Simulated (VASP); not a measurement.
Band structure of CaGe2 (space group P-3m1). These are PBEsol GGA, VASP's PBE PAW potentials (set 64) (plane waves; VASP) values and carry that method's errors.

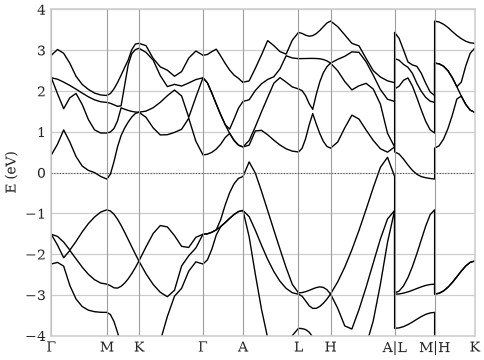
Figure: Bands along high-symmetry lines, zero at the valence-band maximum or, without a gap, the Fermi level

Question: Read the plot: is there a gap, and where are the band edges?

Answer: It has no gap at this level: it comes out as a metal or semimetal. (Edges off the drawn lines would not show.)

The structure comes from a computed database's CaGe2 entry (P-3m1); how it stands against other phases isn't given here. It was relaxed first.
